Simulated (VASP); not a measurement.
Band structure of InSb (zinc blende). These are optB86b-vdW, VASP's PBE PAW potentials (set 64) (plane waves; VASP) values and carry that method's errors.

Unless said otherwise, spin-orbit coupling is left out, though it shifts the bands of the heavy elements here.

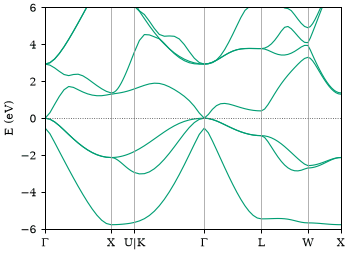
*Bands along high-symmetry lines, zero at the valence-band maximum or, without a gap, the Fermi level*

Task: Read the plot: is there a gap, and where are the band edges?

Result: It has no gap at this level: it comes out as a metal or semimetal. (Edges off the drawn lines would not show.)

The compound is InSb in the zinc blende structure. It was relaxed first.
